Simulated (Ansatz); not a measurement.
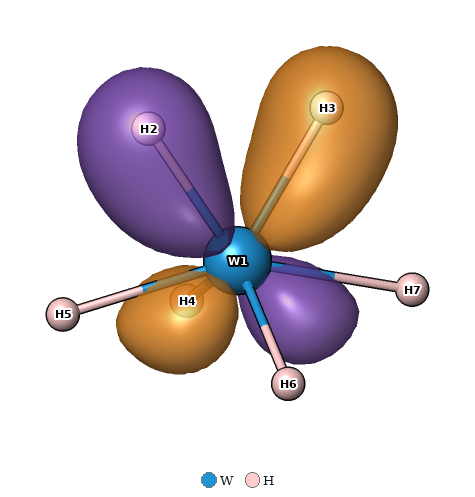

*H$_{6}$W. The HOMO−1 at ±0.2 Å⁻³ᐟ² (orange and purple are the two phases), seen at a tilt.*

Core potentials replace the inner electrons of W.

The calculation used RKS revPBE/def2-TZVP (Ansatz).

```xyz
7

W     0.0886    0.0000    0.0886
H     0.4487   -0.0721    1.7636
H     1.7636    0.0721    0.4487
H    -0.5168    1.4947   -0.4710
H    -1.4366    0.1196    1.0233
H    -0.4710   -1.4947   -0.5168
H     1.0233   -0.1196   -1.4366
```

Question: What is the character of this orbital?

Answer: By Hirshfeld shares it lies mainly on W1 (about 55 %), H2 (about 20 %) and H3 (about 20 %). Its energy is −8.14 eV.
